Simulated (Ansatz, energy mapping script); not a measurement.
# CoO: J from the energies of magnetic orders, part 3 of 3

Aim: the exchange couplings of CoO from the energies of a few collinear orders, and the ordering temperature that they give.

PBEsol with U = 1.16 eV on Co d, ortho-atomic projectors; plane waves, U on orthogonalised atomic orbitals unless named otherwise, collinear spin, no spin–orbit coupling.

So far. Step 10 (Uncompensated ++− start in cell C (6 atoms)): The run ends ferrimagnetic, 45.38 meV a magnetic atom below the parallel order of its cell. Step 11 (Run 7 (parallel; cell D, 6 atoms)): The run ends ferromagnetic. For each magnetic atom its energy differs from the parallel run of the first cell by -0.77 meV, an error that one common reference would have brought in.

## 12. Order 8: uncompensated ++−, cell D of 6 atoms

This order reverses 5.33 of the 12 neighbours at 3.01 Å, 1.33 of the 6 neighbours at 4.26 Å and 16 of the 24 neighbours at 5.22 Å, counted for an average magnetic atom.

The input, input.yaml:

```yaml
crystal:
  lattice:
    - [0.0, 2.1315, 2.1315]
    - [0.0, 2.1315, -2.1315]
    - [-6.3945, -2.1315, 0.0]
  atoms:
    - { symbol: Co, position: [0.0, 0.0, 0.0], spin: 3.0 }
    - { symbol: Co, position: [0.333333333, 0.333333333, 0.666666667], spin: 3.0 }
    - { symbol: Co, position: [0.666666667, 0.666666667, 0.333333333], spin: -3.0 }
    - { symbol: O, position: [0.833333333, 0.833333333, 0.666666667] }
    - { symbol: O, position: [0.166666667, 0.166666667, 0.333333333] }
    - { symbol: O, position: [0.5, 0.5, 0.0] }
magnetization:
  spin_polarized: true
kpoints:
  mp_grid: { grid: [8, 8, 8] }
hamiltonian:
  xc: pbesol
  hubbard:
    sites:
      - { species: Co, l: d, u_eff: 1.16 }
      - { site: 0, l: d, u_eff: 1.16, starting_ns: [{ spin: up, occupation_matrix: co1_major }, { spin: down, occupation_matrix: co1_minor }] }
      - { site: 1, l: d, u_eff: 1.16, starting_ns: [{ spin: up, occupation_matrix: co1_major }, { spin: down, occupation_matrix: co1_minor }] }
      - { site: 2, l: d, u_eff: 1.16, starting_ns: [{ spin: up, occupation_matrix: co1_minor }, { spin: down, occupation_matrix: co1_major }] }
    projectors: ortho-atomic
    occupation_matrices:
      co1_major:
        matrix:
          - [0.993, 0.0, 0.0, 0.0, 0.0]
          - [0.0, 0.998, 0.0, 0.0, 0.0]
          - [0.0, 0.0, 0.998, 0.0, 0.0]
          - [0.0, 0.0, 0.0, 0.993, 0.0]
          - [0.0, 0.0, 0.0, 0.0, 0.998]
      co1_minor:
        matrix:
          - [0.202, -0.058, -0.058, 0.0, -0.116]
          - [-0.058, 0.666, -0.27, -0.1, 0.27]
          - [-0.058, -0.27, 0.666, 0.1, 0.27]
          - [0.0, -0.1, 0.1, 0.202, 0.0]
          - [-0.116, 0.27, 0.27, 0.0, 0.666]
scf:
  occupations: { method: fermi_dirac, width: 0.05 }
output:
  eigenvalues: true
```

Started as:

```
ansatz run input.yaml --threads 4 --pin off --max-ram 8192MiB --backend cpu --events-out ev --progress --plain --runs-dir out
```

Numbers of over 12 decimals in the logs are rounded to 6 here.

What it wrote:

```text
[...]
Crystal: 6 atoms, lattice volume = 58.104 Å³
Basis set: ecut = 420 eV, 1097 PW (Γ)
Bands: 47, of which v1, the nominal top of the filled ones, is band 35 counted from 1 (34 counted from 0)
Symmetry: 2 space group operations
k-points: 260 of 512
[...]
Starting moments: Σ|m| = 9 μB on 3 of 6 sites
[...]
k-point 1 ↑: bands = [... 31 lower, 11.2435, 11.4318, 11.7367, 11.7464, 12.8848, 14.0369, 14.3969, 14.7735, ... 8 higher]
  k-point 2 ↑: bands = [... 31 lower, 11.2626, 11.4511, 11.7022, 11.7500, 12.8659, 14.0291, 14.3958, 14.7553, ... 8 higher]
  k-point 259 ↓: bands = [... 31 lower, 13.0523, 13.1455, 14.3059, 14.3690, 14.8902, 14.9168, 15.0379, 15.4395, ... 8 higher]
Occupation matrices written to <dir>
[key lines of the parts left out:]
SCF converged after 18 iterations
Magnetization: 2.9843 μB (35.9921 up, 33.0079 down)
Free energy (F): -16955.505547 eV
Fermi energy:    13.775382 eV
```

The job ended after 28 s (4 threads of Arm Neoverse V2, shared host; peak memory 1.3 GiB).

The run ends ferrimagnetic, 16.33 meV a magnetic atom below the parallel order of its cell (energies taken at zero occupation width, not the printed F).

## 13. From energies to couplings

Each energy difference is a sum of couplings weighted by the pairs that the order reverses. A few near shells are fitted to the differences by least squares. Energies are those extrapolated to zero occupation width, not the free energies F.

Energies from the parallel order of the same cell:

```csv
order,atoms,energy (meV a magnetic atom),moments (μB),moments kept as typed,"opposed neighbours at 3.01, 4.26, 5.22 Å"
parallel in cell A,4,0.00,2.54,yes,"0, 0, 0"
compensated +− in cell A,4,39.78,2.51,yes,"8, 0, 16"
parallel in cell B,4,0.00,2.53,yes,"0, 0, 0"
compensated +− in cell B,4,-131.49,2.42,yes,"6, 6, 12"
parallel in cell C,6,0.00,2.53,yes,"0, 0, 0"
uncompensated ++− in cell C,6,-45.38,2.43 to 2.49,yes,"6.67, 2.67, 8"
parallel in cell D,6,0.00,2.53,yes,"0, 0, 0"
uncompensated ++− in cell D,6,-16.33,2.47 to 2.50,yes,"5.33, 1.33, 16"
```

Fitted to E = −Σ J e·e over ordered pairs of unit vectors (J > 0 favours parallel moments):

```csv
pair,distance (Å),neighbours,J (meV)
Co–Co,3.01,12,2.31
Co–Co,4.26,6,-13.4
Co–Co,5.22,24,-0.0360
```

These orders cannot tell some unfitted shells from fitted ones: the value at 3.01 Å holds J(3.01) + 4 J(7.98); other unfitted shells add to the values wholly or in part.

Adding the shell at 6.03 Å gives 2.6, -13, -0.080 and -0.58 meV and a mean-field temperature of 571 K, an exact solve that tests nothing.

Limits of this fit: some orders are gapless and others have a gap.

In mean field these couplings order at 623 K, at q = (0.50, 0.50, 0.50) in fractions of the conventional cell's reciprocal vectors, and give a Curie–Weiss temperature of -415 K.

## 14. Ordering temperature by Monte Carlo

Mean field ignores fluctuations and overstates the ordering temperature, so the model is also sampled. The heat capacity peaks where order sets in.

Classical unit spins with these couplings on 8×8×4 copies of a cell that holds the lowest order (512 spins), heat-bath sweeps, cooled from random directions, 1009 sweeps to settle and 3027 measured at each temperature, averaged over 4 runs.

```csv
T (K),order along the lowest pattern,net moment,heat capacity (k_B a spin)
74.7,0.45,0.01,1.03
128,0.41,0.01,1.06
207,0.39,0.02,1.14
260,0.33,0.02,1.27
314,0.33,0.02,1.42
393,0.28,0.02,1.83
420,0.25,0.02,1.83
446,0.22,0.03,1.94
499,0.16,0.03,1.32
552,0.12,0.03,0.73
632,0.09,0.03,0.38
685,0.08,0.03,0.29
```

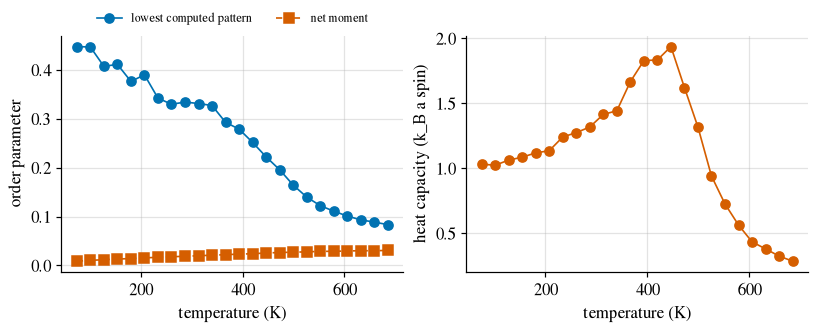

Order parameter and heat capacity against temperature.

The smoothed heat capacity peaks at 426 K. The order column follows one pattern alone; equivalent domains or another pattern share the rest.

## 15. Results

```yaml
lowest_order_tried: compensated +− in cell B
largest_fitted_value_a_combination_of_shells_co_co_at_4p26_a: -13.4 meV
ordering_temperature_mean_field: 623 K
heat_capacity_peak_monte_carlo: 426 K
```

Of the orders tried, CoO prefers the order “compensated +− in cell B” under PBEsol+U (1.16 eV), with 6 of 12 neighbours at 3.01 Å, 6 of 6 neighbours at 4.26 Å and 12 of 24 neighbours at 5.22 Å opposed, and the heat capacity of the fitted model peaks near 426 K (Monte Carlo, classical spins). The largest fitted coupling is the Co–Co pair at 4.26 Å, antiferromagnetic at -13 meV, across a ligand at about 180°. The orders also reverse pairs at 6.03 Å, which are not fitted, so the fitted values hold their part too. With 4 differences for 3 couplings the fit misses by 4.0 meV at most, a small part of the spread. In the fitted orders moments change by up to 4.4 % against the parallel run of the same cell, so their size stays put. The fit is in doubt: some orders are gapless and others have a gap. The couplings are then rough, the small ones most of all. Monte Carlo puts the peak at 0.68 of the mean-field temperature, since mean field leaves out fluctuations. In tests on simple cubic and body-centred models such peaks lay 5 to 6 % under the bulk value. On cooling, the order along the one computed pattern stays at or under 0.45: the model settles in an equivalent domain, a degenerate mixture or another order. The parallel order holds 3 μB a magnetic atom, spin 1.5; the common factor (S+1)/S would raise the classical 426 K to 709 K, a correction that often overshoots. The program narrowed the symmetry for the carried occupation matrices. Where that marks an ordered orbital filling, bonds of one length need not share one coupling; each fitted J is a mean over the bonds that the orders reverse. The classical value and the one scaled by (S+1)/S differ by a factor of 1.7, so closeness of either to the measured temperature is partly a matter of convention.

Calculation against experiment:

| quantity | measured | PBEsol+U (1.16 eV), Monte Carlo | PBEsol+U (1.16 eV), Monte Carlo × (S+1)/S |
| --- | --- | --- | --- |
| ordering temperature (spin model) (K) | 291 | 426 (+46.3 %) | 709 (+143.8 %) |

Measured values from arxiv:2004.06613 (2020).

How well it matches: The ordering temperature is off by +46.3 % at PBEsol+U (1.16 eV), Monte Carlo: a clear miss. No cell relaxation is part of this session.

[Logs and program files are shortened in this print: banners, set-up blocks, solver, clock and traceback lines can be left out without a mark of their own.]

[Logs are printed without paths, hosts, clocks, repeated set-up lines and the standing remarks that a program may print on its own settings, such as how far it seeks lower states.]

[Hosts, paths, dates, database ids (printed as entryN), source tags and the programs' standing remarks are cut or masked in the printed files.]

[Where a cell is said to come from a database of computed structures, the database is the Materials Project.]
